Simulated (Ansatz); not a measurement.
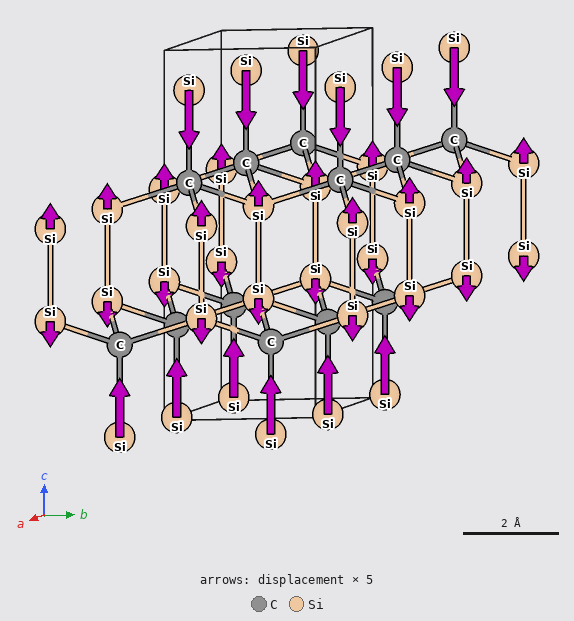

This is a relaxation of crystalline Si2C (a generated structure, set up in P-3m1). The starting structure is drawn; purple arrows show the displacements (the part carried along by the change of the cell is left out), magnified 5 times.

The picture is a ball-and-stick view of the cell of the calculation, repeated 3 × 2 × 1 with one cell outlined, seen slightly off an axis.

Computed with DFT, PBE, plane waves, PAW (Ansatz). Settings: plane-wave cutoff 420 eV; k-point mesh 12 × 12 × 4; occupations fermi dirac; smearing width 0.02 eV; no spin polarisation; cell and atoms relaxed; force threshold 0.005 eV/Å.

**Atoms of which element are displaced furthest, and by how much?**

Silicon: up to 0.26 Å, against 0.01 Å for carbon.

**What did the optimiser do to the structure, and how much energy did it gain?**

The largest moves relative to the cell, 0.26 Å, are those of Si atoms. Largest moves by element: Si 0.26 Å, C 0.01 Å. Cell: a = b 3.244 → 3.241 Å (−0.1 %), c 7.947 → 8.619 Å (+8.5 %). Volume +8.2 %. Some distances before and after: Si–Si 1.987 → 2.383 Å, Si–Si 1.987 → 2.242 Å, C–Si 1.987 → 1.905 Å, C–Si 1.987 → 1.964 Å. Bond angles that change, for instance: Si–Si–Si 109.5° → 92.6°, C–Si–Si 109.5° → 123.4°. The space group stays P-3m1 (No. 164). The energy falls by 535 meV per atom in 9 accepted moves (11 points after the start). The largest force component goes from 8 to 0.0013 eV/Å. Pressure: 33.17 GPa at the start and 0.00 GPa at the end. The SCF was repeated twice at an unchanged geometry on a basis and grid sized afresh for the cell, which shifted the energy by 2.2 meV per atom at most. Cost: 16 s on 4 threads of Arm Neoverse V1, on a shared host, peak memory 0.42 GiB.
